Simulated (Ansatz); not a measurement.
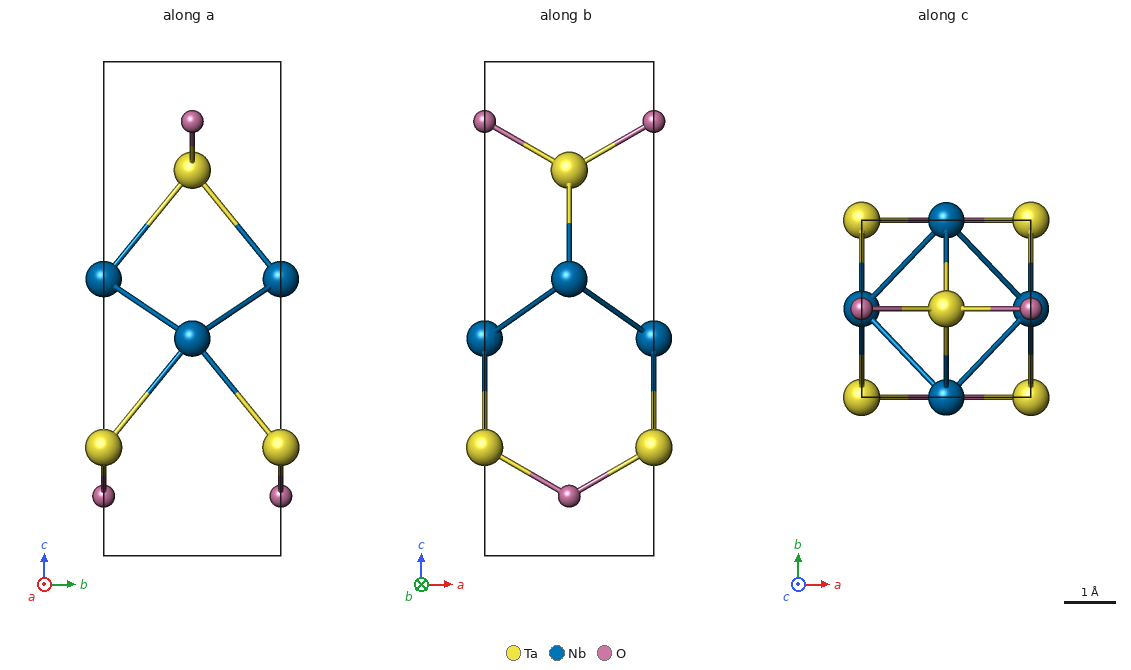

This ball-and-stick model is shown along the a axis, along the b axis and along the c axis. The wireframe shows the conventional unit cell.

Lattice parameters: a = 3.3270 Å, b = 3.4830 Å, c = 9.7096 Å, α = 90.000°, β = 90.000°, γ = 90.000°.

> Reconstruct the structure as a CIF with its space group and independent sites, with free fractional coordinates to two decimals.

```cif
data_structure
_symmetry_space_group_name_H-M 'P m m n :1'
_symmetry_Int_Tables_number 59
_cell_length_a 3.3270
_cell_length_b 3.4830
_cell_length_c 9.7096
_cell_angle_alpha 90.000
_cell_angle_beta 90.000
_cell_angle_gamma 90.000
_cell_volume 112.51
loop_
_atom_site_label
_atom_site_type_symbol
_atom_site_symmetry_multiplicity
_atom_site_Wyckoff_symbol
_atom_site_fract_x
_atom_site_fract_y
_atom_site_fract_z
_atom_site_occupancy
Ta1 Ta 2 a 0.00 0.00 0.22 1
Nb1 Nb 2 b 0.00 0.50 0.44 1
O1 O 2 b 0.00 0.50 0.88 1
```

Starting structure: a structure type filled with these elements by a generator (whether the compound takes this form wasn't checked). Earlier steps of the study may have refined or changed the cell and positions. It was run through Ansatz as a DFT input.
